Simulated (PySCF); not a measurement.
# C4H12S4Si: magnetic properties

Aim: compute the magnetic properties of C4H12S4Si (`CS[Si](SC)(SC)SC`).

Programs: PySCF 2.14.0, with routines of our own; each step states its level. All values are computed. Atoms count from 0.

### Step 1. The system as given

21 atoms, charge 0, multiplicity 1; geometry from: GFN2-xTB.

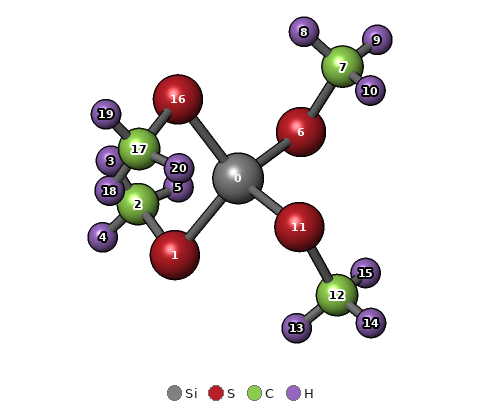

The starting geometry (silicon grey, sulfur red, carbon green, hydrogen purple).

### Step 2. Magnetic properties: GIAO B3LYP/def2-SVP

The job: settings as JSON, then the geometry in Å.

```
{"job": {"kind": "mag", "xc": "B3LYP", "basis": "def2-SVP"}, "charge": 0, "multiplicity": 1}
Si    -0.003970    -0.016040     0.007470
S      0.049220    -0.023160     2.162090
C      1.127410    -1.462950     2.427680
H      0.682730    -2.338800     1.966010
H      1.199740    -1.597390     3.501650
H      2.105160    -1.258670     2.003950
S      2.021570    -0.059850    -0.727080
C      1.685260    -0.187250    -2.508970
H      1.152910    -1.111980    -2.706270
H      2.650340    -0.191990    -3.003890
H      1.100220     0.669360    -2.829300
S     -1.039080     1.759970    -0.640430
C     -0.082610     3.008150     0.271570
H     -0.193940     2.833870     1.336670
H     -0.497620     3.972440    -0.000890
H      0.961420     2.949710    -0.020940
S     -1.047270    -1.733270    -0.772070
C     -2.727680    -1.349130    -0.193950
H     -2.729510    -1.271780     0.888720
H     -3.357970    -2.171520    -0.515000
H     -3.056320    -0.419720    -0.647010
```

Level: GIAO B3LYP/def2-SVP magnetisability, rotational g tensor and spin-rotation constants, non-relativistic, gas phase.

The run is started by

```sh
> OMP_NUM_THREADS=1 python excited_run.py task.json out
```

One launch serves the whole session: the jobs run in the order shown.

Standard output:

```text
coarse grid: 19904 points
cycle   1  E = -2041.1296477513  dE =  6.115e-01  |g| = 4.323e-01  |ddm| = 4.708e+00
cycle   2  E = -2041.1052491353  dE =  2.440e-02  |g| = 5.282e-01  |ddm| = 1.323e+00
cycle   3  E = -2041.1832026471  dE = -7.795e-02  |g| = 1.040e-01  |ddm| = 7.892e-01
cycle   4  E = -2041.1866326385  dE = -3.430e-03  |g| = 1.848e-02  |ddm| = 1.849e-01
cycle   5  E = -2041.1867269586  dE = -9.432e-05  |g| = 5.875e-03  |ddm| = 3.155e-02
cycle   6  E = -2041.1867359930  dE = -9.034e-06  |g| = 1.736e-03  |ddm| = 7.931e-03
final grid: 168208 points
cycle   7  E = -2041.3955505604  dE = -3.889e-05  |g| = 8.351e-03  |ddm| = 3.121e-02
cycle   8  E = -2041.3955365743  dE =  1.399e-05  |g| = 1.102e-02  |ddm| = 1.689e-02
cycle   9  E = -2041.3955688494  dE = -3.228e-05  |g| = 3.919e-04  |ddm| = 1.015e-02
cycle  10  E = -2041.3955688966  dE = -4.721e-08  |g| = 1.492e-04  |ddm| = 8.898e-04
cycle  11  E = -2041.3955689022  dE = -5.665e-09  |g| = 6.846e-05  |ddm| = 3.006e-04
cycle  12  E = -2041.3955689037  dE = -1.448e-09  |g| = 1.053e-05  |ddm| = 1.107e-04
cycle  13  E = -2041.3955689037  dE = -3.547e-11  |g| = 1.843e-06  |ddm| = 1.637e-05
converged SCF energy = -2041.3955689037

Magnetisability tensor (1e-30 J/T^2)
    -2431.93       12.91      -12.38
       12.91    -2412.06      -16.18
      -12.38      -16.18    -2422.85
isotropic -2422.28   principal values   -2440.72  -2433.69  -2392.43
isotropic susceptibility -145.873 1e-6 cm^3/mol

Inertial axes            a          b          c
rot. const./GHz      0.6754     0.6283     0.6240
chi total          -144.077   -146.937   -146.605
chi diamagnetic   -1927.452  -2076.319  -2090.590
chi paramagnetic   1783.375   1929.381   1943.986
quadrupole/D A        4.725     -2.105     -2.620
g nuclear            0.5602     0.5663     0.5666
g electronic        -0.5658    -0.5695    -0.5699
g total             -0.0057    -0.0032    -0.0032

Spin-rotation constants (kHz, H = +C I.J)
atom  isotope        aa         bb         cc
  3     1H       -0.047     -0.026     -0.048
  4     1H       -0.039     -0.026     -0.063
  5     1H       -0.027     -0.049     -0.046
  8     1H       -0.030     -0.042     -0.050
  9     1H       -0.040     -0.063     -0.025
 10     1H       -0.045     -0.051     -0.024
 13     1H       -0.028     -0.044     -0.050
 14     1H       -0.040     -0.064     -0.024
 15     1H       -0.045     -0.050     -0.025
 18     1H       -0.044     -0.027     -0.049
 19     1H       -0.042     -0.024     -0.063
 20     1H       -0.027     -0.051     -0.044
  0   29Si*      -0.405     -0.436     -0.433
  1    33S*       0.107      0.109      0.113
  2    13C*       0.086      0.081      0.072
* in the singly substituted isotopologue
```

Run time: 74 s. Hardware: 1 thread of Arm Neoverse V1, shared host; peak memory 0.95 GiB.

From this job:

```tsv
quantity	value
magnetisability	-2422·10⁻³⁰ J/T²
molar susceptibility	-145.9·10⁻⁶ cm³/mol
rotational g (a, b, c)	-0.0057, -0.0032, -0.0032
```

Orbitals, density, ELF and potential are computed afterwards from the orbital file.

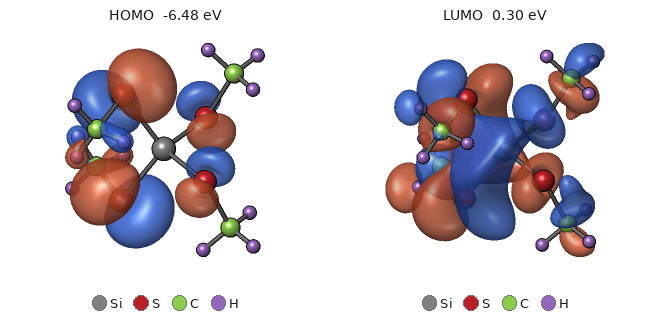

B3LYP/def2-SVP orbitals near the gap, drawn at the value that encloses 70 % of each; the two colours are the two signs.

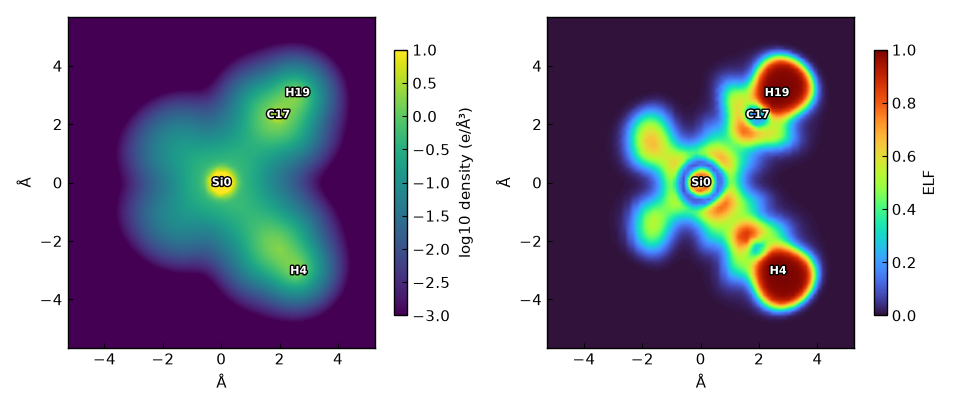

Density (left) and ELF (right) in a plane through or near 4 of the atoms.

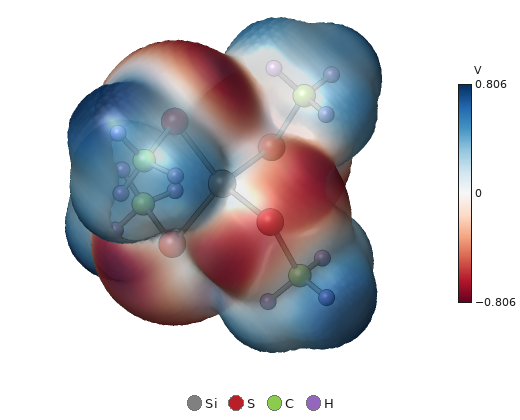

Electrostatic potential on the surface of density 0.002 e/bohr³; red is low, blue high. It runs, from the 1st to the 99th percentile, from -0.76 V near S16 to 0.81 V near H4.

### Step 3. Magnetic properties: GIAO KT1/def2-SVP

The job, as its differences from that of step 2:

```diff
@@ -1,2 +1,2 @@
-{"job": {"kind": "mag", "xc": "B3LYP", "basis": "def2-SVP"}, "charge": 0, "multiplicity": 1}
+{"job": {"kind": "mag", "xc": "KT1", "basis": "def2-SVP"}, "charge": 0, "multiplicity": 1}
 Si    -0.003970    -0.016040     0.007470
```

Level: GIAO KT1/def2-SVP magnetisability, rotational g tensor and spin-rotation constants, non-relativistic, gas phase.

Standard output:

```text
coarse grid: 19904 points
cycle   1  E = -2052.6866582618  dE =  5.432e-01  |g| = 4.226e-01  |ddm| = 4.730e+00
cycle   2  E = -2052.6346533072  dE =  5.200e-02  |g| = 6.090e-01  |ddm| = 1.367e+00
cycle   3  E = -2052.7363431196  dE = -1.017e-01  |g| = 1.415e-01  |ddm| = 8.761e-01
cycle   4  E = -2052.7427303131  dE = -6.387e-03  |g| = 3.168e-02  |ddm| = 2.694e-01
cycle   5  E = -2052.7429994965  dE = -2.692e-04  |g| = 1.267e-02  |ddm| = 5.652e-02
cycle   6  E = -2052.7430451087  dE = -4.561e-05  |g| = 2.504e-03  |ddm| = 1.895e-02
cycle   7  E = -2052.7430470318  dE = -1.923e-06  |g| = 2.624e-04  |ddm| = 3.971e-03
final grid: 168208 points
cycle   8  E = -2053.0253626831  dE = -3.276e-06  |g| = 2.082e-02  |ddm| = 5.802e-02
cycle   9  E = -2053.0251351637  dE =  2.275e-04  |g| = 3.506e-02  |ddm| = 5.989e-02
cycle  10  E = -2053.0254821652  dE = -3.470e-04  |g| = 1.940e-03  |ddm| = 3.797e-02
cycle  11  E = -2053.0254832193  dE = -1.054e-06  |g| = 7.008e-04  |ddm| = 3.740e-03
cycle  12  E = -2053.0254833760  dE = -1.566e-07  |g| = 1.115e-04  |ddm| = 1.223e-03
cycle  13  E = -2053.0254833798  dE = -3.827e-09  |g| = 1.927e-05  |ddm| = 1.883e-04
cycle  14  E = -2053.0254833799  dE = -1.100e-10  |g| = 5.886e-06  |ddm| = 4.068e-05
converged SCF energy = -2053.0254833799

Magnetisability tensor (1e-30 J/T^2)
    -2411.54       10.43      -10.58
       10.43    -2394.30      -13.02
      -10.58      -13.02    -2403.88
isotropic -2403.24   principal values   -2419.06  -2411.99  -2378.68
isotropic susceptibility -144.727 1e-6 cm^3/mol

Inertial axes            a          b          c
rot. const./GHz      0.6754     0.6283     0.6240
chi total          -143.250   -145.640   -145.290
chi diamagnetic   -1927.522  -2076.324  -2090.594
chi paramagnetic   1784.272   1930.684   1945.304
quadrupole/D A        4.800     -2.140     -2.659
g nuclear            0.5602     0.5663     0.5666
g electronic        -0.5661    -0.5699    -0.5702
g total             -0.0059    -0.0036    -0.0036

Spin-rotation constants (kHz, H = +C I.J)
atom  isotope        aa         bb         cc
  3     1H       -0.047     -0.025     -0.047
  4     1H       -0.039     -0.025     -0.063
  5     1H       -0.026     -0.049     -0.045
  8     1H       -0.029     -0.042     -0.050
  9     1H       -0.040     -0.064     -0.025
 10     1H       -0.045     -0.051     -0.023
 13     1H       -0.027     -0.044     -0.050
 14     1H       -0.040     -0.064     -0.024
 15     1H       -0.045     -0.049     -0.025
 18     1H       -0.044     -0.026     -0.049
 19     1H       -0.042     -0.023     -0.063
 20     1H       -0.026     -0.051     -0.043
  0   29Si*      -0.396     -0.426     -0.422
  1    33S*       0.106      0.108      0.112
  2    13C*       0.083      0.078      0.069
* in the singly substituted isotopologue
```

It took 69 s on 1 thread of Arm Neoverse V1, shared host; peak memory 0.77 GiB.

In short:

```tsv
quantity	value
magnetisability	-2403·10⁻³⁰ J/T²
molar susceptibility	-144.7·10⁻⁶ cm³/mol
rotational g (a, b, c)	-0.0059, -0.0036, -0.0036
```

### Step 4. Magnetic properties side by side

```tsv
level	ξ (10⁻³⁰ J/T²)	g(a)	g(b)	gap (eV)	functions	time
GIAO B3LYP/def2-SVP	-2422	-0.0057	-0.0032	6.78	206	74 s
GIAO KT1/def2-SVP	-2403	-0.0059	-0.0036	4.97	206	69 s
```

### Step 5. What came out

| quantity | value |
| --- | --- |
| magnetisability (step 2, GIAO B3LYP/def2-SVP) | -2422·10⁻³⁰ J/T² |
| molar susceptibility (step 2, GIAO B3LYP/def2-SVP) | -145.9·10⁻⁶ cm³/mol |
| rotational g (a, b, c) (step 2, GIAO B3LYP/def2-SVP) | -0.0057, -0.0032, -0.0032 |
| surface potential, 1st and 99th percentile | -0.76 V and 0.81 V |
| magnetisability over the levels | -2422 to -2403·10⁻³⁰ J/T² |

In words: The magnetisability spreads by 0.8 % over 2 levels of like cost. Two levels can agree by chance, so this spread shows no convergence. Vibrational averaging and real surroundings are missing from these values.
